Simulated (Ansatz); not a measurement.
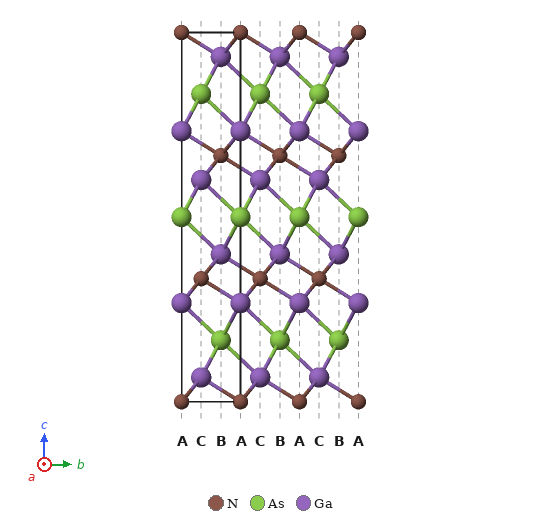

Projection along an edge of the hexagonal mesh, stacking direction c upwards. The dashed lines mark the three columns A (0, 0), B (1/3, 2/3) and C (2/3, 1/3). The sequence starts with the first layer at or above the cell's origin.

The compound is Ga2AsN, taken as the input geometry of an electronic-structure calculation (not necessarily at equilibrium); the starting structure was generated, so it need not be a known form of this composition.

Question: Read off the stacking sequence over one period.

Answer: N(A) – Ga(C) – As(B) – Ga(A) – N(C) – Ga(B) – As(A) – Ga(C) – N(B) – Ga(A) – As(C) – Ga(B) (twelve layers in 17.86 Å).
